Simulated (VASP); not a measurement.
# GeAu2 with revPBE + D4: from relaxation to properties

Wanted: the relaxed cell of GeAu2 and its properties. The steps: full relaxation (revPBE + D4), second relaxation, density, ELF and potential (revPBE + D4), bands along the symmetry lines (revPBE + D4), total and projected DOS (revPBE + D4), volume scan with revPBE + D4, fit for revPBE + D4, core levels (revPBE + D4) and relaxing the atoms (revPBE + D4), changed input. The cell is invented: other elements were put on sites of a known structure type. It may not be a known or stable phase.

Program: VASP 6.6.1. Level of theory: revPBE with D4; plane waves and PAW (Ge_d, Au); invented cell. Results are calculated unless marked as measured.

The database entry behind the starting cell differs from later determinations by our own check (c about 0.5 % long), so it need not match the best structure at ambient conditions.

### 1. The structure

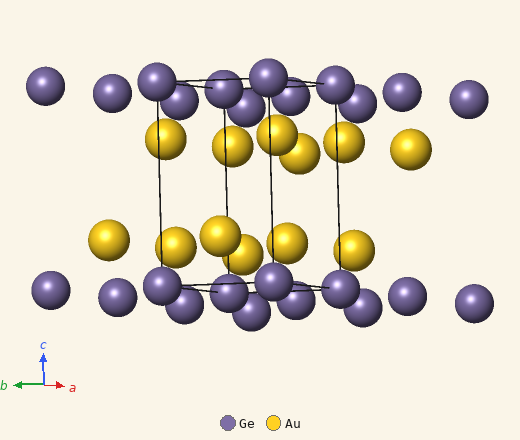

The starting structure, seen from a free direction (germanium purple, gold yellow). 3×2×1 cells are drawn. Some periodic images of atoms are drawn too.

Coordinates:

```
Ge Au
1.0
     3.17343    0.00000    0.00000
    -1.58671    2.74827    0.00000
     0.00000    0.00000    5.80202
Ge Au
1 2
Direct
  0.00000 0.00000 0.00000
  0.33333 0.66667 0.25000
  0.66667 0.33333 0.75000
```

### 2. Full relaxation (revPBE + D4)

Properties are meant for the cell that this level of theory prefers, so cell and atoms are relaxed first (ISIF = 3) until forces and stress are small; EDIFFG sets the threshold. revPBE by itself binds more weakly than PBE and expands cells; dispersion terms fitted to it are the larger for that. A dispersion term adds the long-range attraction that semilocal functionals lack. D4 lets the coefficients depend on atomic charges too.

INCAR reads:

```
SYSTEM = GeAu2
PREC = Accurate
ENCUT = 410
EDIFF = 1E-06
NELM = 100
ISMEAR = -1
SIGMA = 0.05
LREAL = .FALSE.
ALGO = Normal
GGA = RE
IVDW = 13
LORBIT = 11
LWAVE = .FALSE.
LCHARG = .FALSE.
IBRION = 2
NSW = 60
ISIF = 3
EDIFFG = -0.01
```

POSCAR reads:

```
GeAu2
1.0
    3.1734252800      0.0000000000      0.0000000000
   -1.5867126400      2.7482669100      0.0000000000
    0.0000000000      0.0000000000      5.8020201400
Ge Au
1 2
Direct
    0.0000000000      0.0000000000      0.0000000000
    0.3333333300      0.6666666700      0.2500000000
    0.6666666700      0.3333333300      0.7500000000
```

KPOINTS reads:

```
Automatic mesh
0
Gamma
8 8 4
0 0 0
```

Potentials, in the order of the species: Ge_d and Au (PBE family, release 64).

Started as:

```
> mpirun -np 1 vasp_std
```

What it wrote:

```text
[banner, memory and clock lines left out]
running    1 mpi-ranks, on    1 nodes
 distrk:  each k-point on    1 cores,    1 groups
 distr:  one band on    1 cores,    1 groups

 POSCAR found type information on POSCAR GeAu
 POSCAR found :  2 types and       3 ions
|                                                                             |
|               ----> ADVICE to this user running VASP <----                  |
|                                                                             |
|     You enforced a specific xc type in the INCAR file but a different       |
|     [... a line on the potential file left out ...]
|     I HOPE YOU KNOW WHAT YOU ARE DOING!                                     |
|                                                                             |

 LDA part: xc-table for (Slater+PW92), standard interpolation
 POSCAR, INCAR and KPOINTS ok, starting setup
 FFT: planning ... GRIDC
 FFT: planning ... GRID_SOFT
 FFT: planning ... GRID
 WAVECAR not read
 entering main loop
       N       E                     dE             d eps       ncg     rms          rms(c)
DAV:   1     0.273564301191E+03    0.27356E+03   -0.16018E+04  1866   0.316E+03
DAV:   2     0.199774002679E+02   -0.25359E+03   -0.24368E+03  1618   0.695E+02
DAV:   3    -0.740925462260E+01   -0.27387E+02   -0.27077E+02  1726   0.133E+02
DAV:   4    -0.816135037059E+01   -0.75210E+00   -0.75163E+00  1738   0.232E+01
DAV:   5    -0.817744686251E+01   -0.16096E-01   -0.16096E-01  1780   0.368E+00    0.166E+01
DAV:   6    -0.686762298845E+01    0.13098E+01   -0.50930E+00  2024   0.217E+01    0.939E+00
DAV:   7    -0.681187718497E+01    0.55746E-01   -0.25025E-01  1748   0.548E+00    0.493E+00
DAV:   8    -0.679283937153E+01    0.19038E-01   -0.35185E-02  2094   0.293E+00    0.312E-01
DAV:   9    -0.679166703839E+01    0.11723E-02   -0.70707E-03  2066   0.161E+00    0.138E-01
DAV:  10    -0.679168529165E+01   -0.18253E-04   -0.57954E-04  1932   0.233E-01    0.382E-02
DAV:  11    -0.679169389672E+01   -0.86051E-05   -0.27250E-05  1762   0.502E-02    0.160E-02
DAV:  12    -0.679169690364E+01   -0.30069E-05   -0.45893E-06  1658   0.348E-02    0.515E-03
DAV:  13    -0.679169641704E+01    0.48659E-06   -0.47523E-07   878   0.653E-03
   1 F= -.96801334E+01 E0= -.96764714E+01  d E =-.968013E+01
 curvature:   0.00 expect dE= 0.000E+00 dE for cont linesearch  0.000E+00
 trial: gam= 0.00000 g(F)=  0.344E+01 g(S)=  0.741E+01 ort = 0.000E+00 (trialstep = 0.100E+01)
 search vector abs. value=  0.109E+02
 bond charge predicted
       N       E                     dE             d eps       ncg     rms          rms(c)
DAV:   1    -0.997720719984E+02   -0.92980E+02   -0.40574E+03  1826   0.123E+03    0.108E+02
DAV:   2    -0.311601045859E+02    0.68612E+02   -0.19439E+02  1676   0.121E+02    0.397E+01
DAV:   3    -0.143481612279E+02    0.16812E+02   -0.28210E+01  1744   0.443E+01    0.389E+01
DAV:   4    -0.916911995871E+01    0.51790E+01   -0.54098E+00  1822   0.166E+01    0.156E+01
DAV:   5    -0.797809265567E+01    0.11910E+01   -0.25351E+00  1726   0.122E+01    0.220E+00
DAV:   6    -0.797214914724E+01    0.59435E-02   -0.14026E-01  1714   0.306E+00    0.106E+00
DAV:   7    -0.797513507270E+01   -0.29859E-02   -0.84640E-03  1630   0.586E-01    0.333E-01
DAV:   8    -0.797588026206E+01   -0.74519E-03   -0.27937E-03  1654   0.485E-01    0.210E-01
DAV:   9    -0.797587915280E+01    0.11093E-05   -0.11752E-04  1770   0.826E-02    0.321E-02
DAV:  10    -0.797589268787E+01   -0.13535E-04   -0.33225E-05  1612   0.452E-02    0.143E-02
DAV:  11    -0.797589387708E+01   -0.11892E-05   -0.25336E-06  1442   0.131E-02    0.290E-03
DAV:  12    -0.797589449217E+01   -0.61509E-06   -0.82779E-07  1028   0.790E-03
   2 F= -.99492672E+01 E0= -.99453357E+01  d E =-.269134E+00
[... from here on, the cycles between the ionic steps are left out ...]
   3 F= -.11458771E+02 E0= -.11454228E+02  d E =-.177864E+01
   4 F= -.11484907E+02 E0= -.11480291E+02  d E =-.180477E+01
   5 F= -.11491253E+02 E0= -.11486547E+02  d E =-.181112E+01
   6 F= -.11491720E+02 E0= -.11487035E+02  d E =-.181159E+01
   7 F= -.11695270E+02 E0= -.11690346E+02  d E =-.203551E+00
   8 F= -.12113349E+02 E0= -.12108323E+02  d E =-.621630E+00
   9 F= -.12162064E+02 E0= -.12157583E+02  d E =-.487143E-01
  10 F= -.12173176E+02 E0= -.12168606E+02  d E =-.598271E-01
  11 F= -.12178622E+02 E0= -.12173822E+02  d E =-.544585E-02
  12 F= -.12178633E+02 E0= -.12173818E+02  d E =-.545615E-02
  13 F= -.12183063E+02 E0= -.12177921E+02  d E =-.443050E-02
  14 F= -.12193661E+02 E0= -.12188675E+02  d E =-.150285E-01
  15 F= -.12166886E+02 E0= -.12163080E+02  d E =0.117466E-01
  16 F= -.12196435E+02 E0= -.12192070E+02  d E =-.178024E-01
  17 F= -.12196529E+02 E0= -.12192300E+02  d E =-.178969E-01
  18 F= -.12197846E+02 E0= -.12193658E+02  d E =-.131689E-02
  19 F= -.12200352E+02 E0= -.12196225E+02  d E =-.382268E-02
  20 F= -.12198777E+02 E0= -.12194860E+02  d E =-.224708E-02
  21 F= -.12200809E+02 E0= -.12196731E+02  d E =-.427987E-02
  22 F= -.12203502E+02 E0= -.12199435E+02  d E =-.269296E-02
  23 F= -.12208890E+02 E0= -.12204890E+02  d E =-.808096E-02
  24 F= -.12208180E+02 E0= -.12204383E+02  d E =-.737019E-02
  25 F= -.12210420E+02 E0= -.12206515E+02  d E =-.961026E-02
  26 F= -.12212410E+02 E0= -.12208514E+02  d E =-.199055E-02
  27 F= -.12214896E+02 E0= -.12211015E+02  d E =-.447688E-02
  28 F= -.12215490E+02 E0= -.12211636E+02  d E =-.507031E-02
  29 F= -.12215988E+02 E0= -.12212124E+02  d E =-.556877E-02
  30 F= -.12215986E+02 E0= -.12212122E+02  d E =-.556670E-02
  31 F= -.12216037E+02 E0= -.12212169E+02  d E =-.506613E-04
  32 F= -.12216073E+02 E0= -.12212199E+02  d E =-.865374E-04
  33 F= -.12216113E+02 E0= -.12212244E+02  d E =-.399647E-04
  34 F= -.12216137E+02 E0= -.12212281E+02  d E =-.638578E-04
  35 F= -.12216155E+02 E0= -.12212303E+02  d E =-.186988E-04
 trial-energy change:   -0.000019  1 .order   -0.000018   -0.000023   -0.000013
 step:   1.4879(harm=  1.4879)  dis= 0.00051  next Energy=   -12.216164 (dE=-0.269E-04)
 bond charge predicted
       N       E                     dE             d eps       ncg     rms          rms(c)
DAV:   1    -0.941455842247E+01    0.12480E-02   -0.10832E-02  1684   0.934E-01    0.106E-01
DAV:   2    -0.941431521613E+01    0.24321E-03   -0.49654E-04  1794   0.253E-01    0.552E-02
DAV:   3    -0.941426081560E+01    0.54401E-04   -0.59621E-05  2010   0.918E-02    0.291E-02
DAV:   4    -0.941424730989E+01    0.13506E-04   -0.20151E-05  2186   0.516E-02    0.719E-03
DAV:   5    -0.941424745755E+01   -0.14766E-06   -0.12290E-06   946   0.135E-02
  36 F= -.12216167E+02 E0= -.12212320E+02  d E =-.305988E-04
 curvature:  -1.58 expect dE=-0.177E-04 dE for cont linesearch -0.671E-07
 trial: gam= 0.29399 g(F)=  0.693E-05 g(S)=  0.424E-05 ort =-0.181E-05 (trialstep = 0.795E+00)
 search vector abs. value=  0.168E-04
 reached required accuracy - stopping structural energy minimisation
```

Wall time 8.2 min (1 MPI rank of Intel Xeon Platinum 8488C (Sapphire Rapids), shared host); peak memory 0.19 GiB.

The logs omit lines about the potential files and the build; timing stands in the text.

Parts of OUTCAR (step 2):

```text
ion  position               nearest neighbor table
   1  0.000  0.000  0.000-   2 2.34   3 2.34   3 2.34   2 2.34   3 2.34   2 2.34
   2  0.333  0.667  0.250-   1 2.34   1 2.34   1 2.34   3 3.43   3 3.43   3 3.43   3 3.43   3 3.43
                             3 3.43
   3  0.667  0.333  0.750-   1 2.34   1 2.34   1 2.34   2 3.43   2 3.43   2 3.43   2 3.43   2 3.43
                             2 3.43

  LATTYP: Found a hexagonal cell.
 ALAT       =     3.1734252800
 C/A-ratio  =     1.8283147161

 Subroutine GETGRP returns: Found 12 space group operations
 (whereof 12 operations were pure point group operations)

The static configuration has the point symmetry D_3d.

 Found     35 irreducible k-points:

   k-points           NKPTS =     35   k-points in BZ     NKDIM =     35   number of bands    NBANDS=     22

   dimension x,y,z NGX =    24 NGY =   24 NGZ =   40
   dimension x,y,z NGXF=    48 NGYF=   48 NGZF=   80

   ENCUT  =  410.0 eV  30.13 Ry    5.49 a.u.   5.24  5.24  9.58*2*pi/ulx,y,z

   NELECT =      36.0000    total number of electrons

 k-points in reciprocal lattice and weights: Automatic mesh
   0.00000000  0.00000000  0.00000000       0.004
   0.12500000 -0.00000000  0.00000000       0.023
   0.25000000 -0.00000000  0.00000000       0.023
   0.37500000 -0.00000000  0.00000000       0.023
   0.50000000 -0.00000000  0.00000000       0.012
   0.12500000  0.12500000  0.00000000       0.023
   0.25000000  0.12500000  0.00000000       0.047
   0.37500000  0.12500000  0.00000000       0.047
   0.25000000  0.25000000  0.00000000       0.023
[...]
0.25000000  0.25000000  0.50000000       0.023
   0.37500000  0.25000000  0.50000000       0.023

 average (electrostatic) potential at core
       1 -70.8856       2 -65.1317       3 -65.1317

 E-fermi :   8.7288

 k-point     1 :       0.0000    0.0000    0.0000
  band No.  band energies     occupation
    ...
     14       4.5290      2.00000
     15       5.0249      2.00000
     16       5.0249      2.00000
     17       5.5519      2.00000
     18       5.5519      2.00000
     19      15.7613      0.00000
     20      15.7613      0.00000
     21      16.2311      0.00000
     22      16.2372      0.00000

 k-point     2 :       0.1250   -0.0000    0.0000
  band No.  band energies     occupation
    ...
     14       4.5242      2.00000
     15       4.9751      2.00000
     16       5.0846      2.00000
     17       5.6203      2.00000
     18       6.0768      2.00000
     19      13.4987      0.00000
     20      15.0079      0.00000
     21      16.0536      0.00000
     22      16.7089      0.00000

 k-point     3 :       0.2500   -0.0000    0.0000
  band No.  band energies     occupation
    ...
     14       4.8718      2.00000
     15       5.2285      2.00000
     16       5.5996      2.00000
     17       5.7149      2.00000
     18       6.8890      2.00000
     19      10.3111      0.00000
     20      13.7128      0.00000
     21      15.2868      0.00000
     22      17.4963      0.00000

  DFT-D4 for vdW energy calculation

  Edisp (eV):   -2.80192

  Total       0.00974     0.00974     0.00860     0.00000    -0.00000     0.00000
  in kB       0.29742     0.29742     0.26249     0.00000    -0.00000     0.00000
  external pressure =        0.29 kB  Pullay stress =        0.00 kB

  energy-cutoff  :      410.00
  volume of cell :       52.49
      direct lattice vectors                 reciprocal lattice vectors
     3.090895276 -0.000000000  0.000000000     0.323530858  0.186790628  0.000000000
    -1.545447638  2.676793830 -0.000000000     0.000000000  0.373581256  0.000000000
    -0.000000000 -0.000000000  6.344345522    -0.000000000  0.000000000  0.157620671

 POSITION                                       TOTAL-FORCE (eV/Angst)
 -----------------------------------------------------------------------------------
      0.00000      0.00000      0.00000         0.000000      0.000000      0.000000
     -0.00000      1.78453      2.04064        -0.000000     -0.000000      0.008476
      1.54545      0.89226      4.30370         0.000000      0.000000     -0.008476
 -----------------------------------------------------------------------------------
    total drift:                               -0.000000     -0.000000     -0.000000

  FREE ENERGIE OF THE ION-ELECTRON SYSTEM (eV)
  ---------------------------------------------------
  free  energy   TOTEN  =       -12.2161673060 eV

  energy  without entropy=      -12.2084728048  energy(sigma->0) =      -12.21232006

 reached required accuracy - stopping structural energy minimisation

 total charge
# of ion       s       p       d       tot
------------------------------------------
    1        1.217   0.974  10.058  12.249
    2        0.582   0.345   8.744   9.671
    3        0.582   0.345   8.744   9.671
--------------------------------------------------
tot          2.381   1.664  27.546  31.591

[... 3 further parts left out ...]
```

CONTCAR:

```
GeAu2
   1.00000000000000
     3.0908952755610075   -0.0000000000000001    0.0000000000000000
    -1.5454476377805038    2.6767938295277363   -0.0000000000000000
    -0.0000000000000000   -0.0000000000000000    6.3443455216720306
  Ge              Au
     1     2
Direct
     0.0000000000000000    0.0000000000000000    0.0000000000000000
     0.3333333300000021    0.6666666699999979    0.3216473570326337
     0.6666666699999979    0.3333333300000021    0.6783526429673662
```

The k-mesh is coarse for a metal. The PAW data sets were made with PBE, which is usual practice but a small mismatch for other functionals. Dispersion corrections of this kind ignore metallic screening and tend to overbind metals. The run keeps the 12 symmetry operations of its start, so it cannot find a distortion of lower symmetry.

The steps of the relaxation (22 of 36):

```
step  energy less that of the first step (eV)  largest force (eV/Å)  pressure (GPa)  volume (Å³)
   1                                   0.0000                5.9744           39.20        50.60
   3                                  -1.7786                0.8488           -6.40        64.51
   4                                  -1.8048                1.0670           -4.89        63.18
   6                                  -1.8116                1.2677           -3.29        62.10
   8                                  -2.4332                0.6834            4.60        52.54
   9                                  -2.4819                0.4401           -0.31        54.39
  11                                  -2.4985                0.0392           -0.63        54.36
  13                                  -2.5029                0.0879           -0.42        54.03
  14                                  -2.5135                0.2343            0.75        52.95
  16                                  -2.5163                0.3067            1.26        52.50
  18                                  -2.5177                0.3523            1.61        52.18
  19                                  -2.5202                0.3697            1.47        52.07
  21                                  -2.5207                0.3827            1.69        51.98
  23                                  -2.5288                0.2842            0.08        52.57
  24                                  -2.5280                0.1499           -1.99        53.45
  26                                  -2.5323                0.1764           -0.64        52.91
  28                                  -2.5354                0.0776            0.13        52.50
  29                                  -2.5359                0.0052           -0.12        52.61
  31                                  -2.5359                0.0065           -0.01        52.57
  33                                  -2.5360                0.0036            0.03        52.53
  34                                  -2.5360                0.0120           -0.06        52.55
  36                                  -2.5360                0.0085            0.03        52.49
```

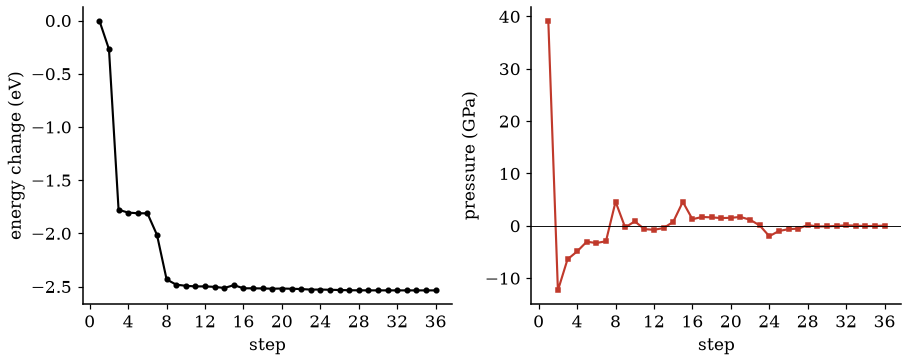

Energy and pressure along the relaxation.

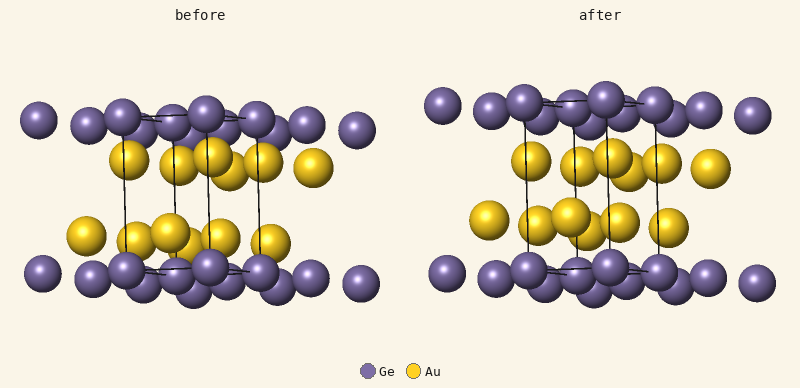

Before and after, at one scale.

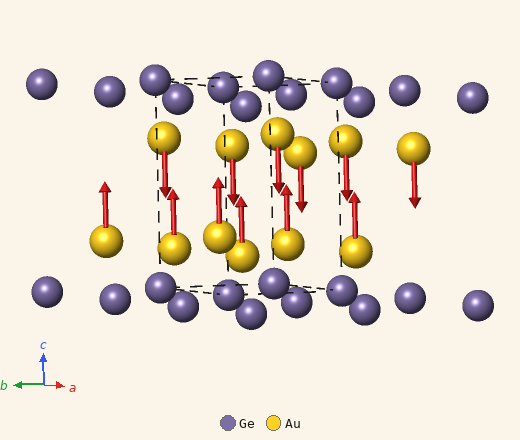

Displacements in the relaxation, exaggerated, measured against the changing cell; the longest in the cell stands for 0.45 Å. 3×2×1 cells are drawn. Some periodic images of atoms are drawn too.

```
conventional cell, symmetrised  before  after  change
                         a (Å)   3.173  3.091  -2.6 %
                         b (Å)   3.173  3.091  -2.6 %
                         c (Å)   5.802  6.344  +9.3 %
              volume (Å³/atom)   16.87  17.50  +3.7 %
```

The atoms that moved most (Å, as changes of fractional coordinates times the final cell):

```
atom     dx     dy      dz  length
 Au3  0.000  0.000  -0.455   0.455
 Au2  0.000  0.000   0.455   0.455
```

The relaxed structure:

```xyz
3
Lattice="3.0909 0.0000 0.0000 -1.5454 2.6768 0.0000 0.0000 0.0000 6.3443" Properties=species:S:1:pos:R:3 pbc="T T T"
Ge    0.0000    0.0000    0.0000
Au    0.0000    1.7845    2.0406
Au    1.5454    0.8923    4.3037
```

Numbers from this step:

| Property | Result |
| --- | --- |
| electrons | 36 |
| bands | 22 |
| irreducible k-points | 35 |
| symmetry operations | 12 |
| free energy (TOTEN) | -12.22 eV |
| energy at zero smearing | -12.21 eV |
| Fermi energy | 8.729 eV |
| pressure | 0.02858 GPa |
| metallic | yes |
| SCF cycles over all ionic steps | 252 |

It ends with a largest force of 0.008 eV/Å and a pressure of 0.03 GPa.

(Part 1 of 4 ends here.)

[Lines on the potential files, build, host, timing and source positions are cut from VASP's logs without a mark.]

[Logs are printed without paths, hosts, clocks, repeated set-up lines and the standing remarks that a program may print on its own settings, such as how far it seeks lower states.]

[Hosts, paths, dates, database ids (printed as entryN), source tags and the programs' standing remarks are cut or masked in the printed files.]

[A measured line is paired with the nearest computed mode of its activity, which favours agreement.]

[In band tables of VASP the shares of atoms and orbitals are scaled to a sum of 1 inside the atoms' spheres.]
